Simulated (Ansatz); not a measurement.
```yaml
crystal:
  lattice:
    - [4.23445, 0.00000, -4.23445]
    - [-4.23445, 4.23445, 0.00000]
    - [8.48390, 8.48390, 8.48390]
  atoms:
    - { symbol: Ti, position: [0.83266, 0.16734, 0.91740] }
    - { symbol: Ti, position: [0.49933, 0.50067, 0.25074] }
    - { symbol: Ti, position: [0.16599, 0.83401, 0.58407] }
    - { symbol: Ti, position: [0.83266, 0.66532, 0.91740] }
    - { symbol: Ti, position: [0.16599, 0.33199, 0.58407] }
    - { symbol: Ti, position: [0.49933, 0.99865, 0.25074] }
    - { symbol: Ti, position: [0.33468, 0.16734, 0.91740] }
    - { symbol: Ti, position: [0.66801, 0.83401, 0.58407] }
    - { symbol: Ti, position: [0.00135, 0.50067, 0.25074] }
    - { symbol: Ti, position: [0.00000, 0.00000, 0.75000] }
    - { symbol: Ti, position: [0.66667, 0.33333, 0.08334] }
    - { symbol: Ti, position: [0.33333, 0.66667, 0.41667] }
    - { symbol: Ti, position: [0.66667, 0.33333, 0.58333] }
    - { symbol: Ti, position: [0.33333, 0.66667, 0.91666] }
    - { symbol: Ti, position: [0.00000, 0.00000, 0.25000] }
    - { symbol: Ti, position: [0.99865, 0.49933, 0.74926] }
    - { symbol: Ti, position: [0.33199, 0.16599, 0.41593] }
    - { symbol: Ti, position: [0.66532, 0.83266, 0.08260] }
    - { symbol: Ti, position: [0.50067, 0.00135, 0.74926] }
    - { symbol: Ti, position: [0.83401, 0.66801, 0.41593] }
    - { symbol: Ti, position: [0.16734, 0.33468, 0.08260] }
    - { symbol: Ti, position: [0.83401, 0.16599, 0.41593] }
    - { symbol: Ti, position: [0.50067, 0.49933, 0.74926] }
    - { symbol: Ti, position: [0.16734, 0.83266, 0.08260] }
    - { symbol: N, position: [0.83333, 0.16667, 0.16667] }
    - { symbol: N, position: [0.50000, 0.50000, 0.50000] }
    - { symbol: N, position: [0.16667, 0.83333, 0.83333] }
    - { symbol: N, position: [0.50000, 0.00000, 0.50000] }
    - { symbol: N, position: [0.16667, 0.33333, 0.83333] }
    - { symbol: N, position: [0.83333, 0.66667, 0.16667] }
    - { symbol: N, position: [0.66667, 0.83333, 0.83333] }
    - { symbol: N, position: [0.33333, 0.16667, 0.16667] }
    - { symbol: N, position: [0.00000, 0.50000, 0.50000] }
    - { symbol: N, position: [0.66667, 0.33333, 0.33333] }
    - { symbol: N, position: [0.33333, 0.66667, 0.66667] }
    - { symbol: N, position: [0.00000, 0.00000, 0.00000] }
    - { symbol: N, position: [0.66667, 0.33333, 0.83333] }
    - { symbol: N, position: [0.00000, 0.00000, 0.50000] }
    - { symbol: N, position: [0.33333, 0.66667, 0.16667] }
    - { symbol: C, position: [0.33333, 0.16667, 0.66667] }
    - { symbol: C, position: [0.66667, 0.83333, 0.33333] }
    - { symbol: C, position: [0.00000, 0.50000, 0.00000] }
    - { symbol: C, position: [0.83333, 0.66667, 0.66667] }
    - { symbol: C, position: [0.50000, 0.00000, 0.00000] }
    - { symbol: C, position: [0.16667, 0.33333, 0.33333] }
    - { symbol: C, position: [0.83333, 0.16667, 0.66667] }
    - { symbol: C, position: [0.50000, 0.50000, 0.00000] }
    - { symbol: C, position: [0.16667, 0.83333, 0.33333] }
```

Space group R-3m; a generated structure, not necessarily the stable one; computed without spin polarisation.

Computed with DFT PBEsol, scalar-relativistic, plane waves, PAW (Ansatz 0.2.0).

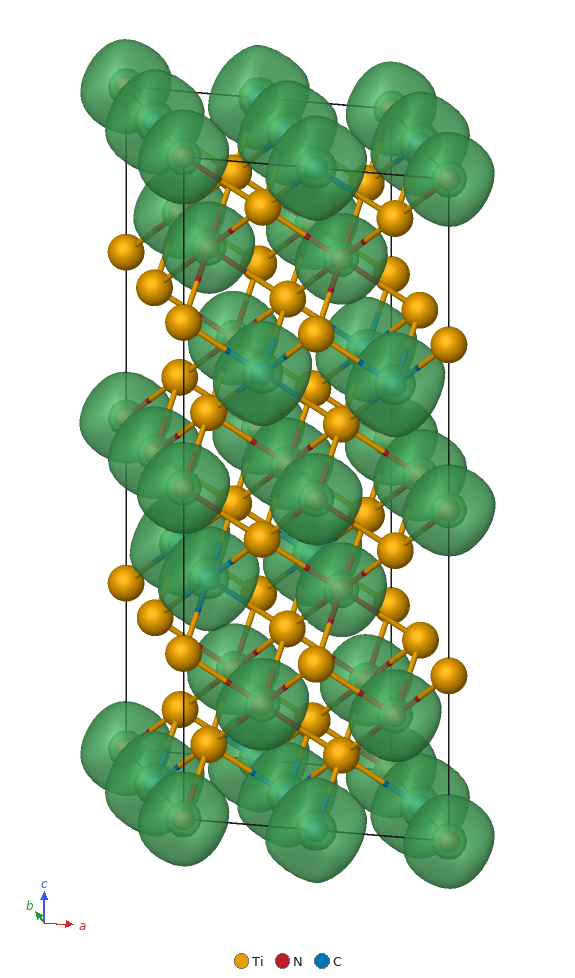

Ti8C3N5. Isosurface of the ELF at 0.6 (green), seen slightly off an axis. Only the valence region is drawn (cores and ρ < 0.01 e/Å³ removed). Sticks mark near contacts.

Where are the electrons localised?

Answer. The ELF exceeds this value in nine regions wrapped around C (the valence shell of each) and 15 regions wrapped around N (the valence shell of each), counted in one cell of 48 atoms. Any copies at cell faces, edges or corners count once. Along the contacts the grid gives the following. Ti–C (2.11 Å): the ELF peaks at about 0.80 in the valence shell of C, 0.7 Å from its nucleus, and is about 0.25 at the midpoint. Ti–N (2.12 Å): the ELF peaks at about 0.80 in the valence shell of N, 0.7 Å from its nucleus, and is about 0.20 at the midpoint (no localised pair shows between them).
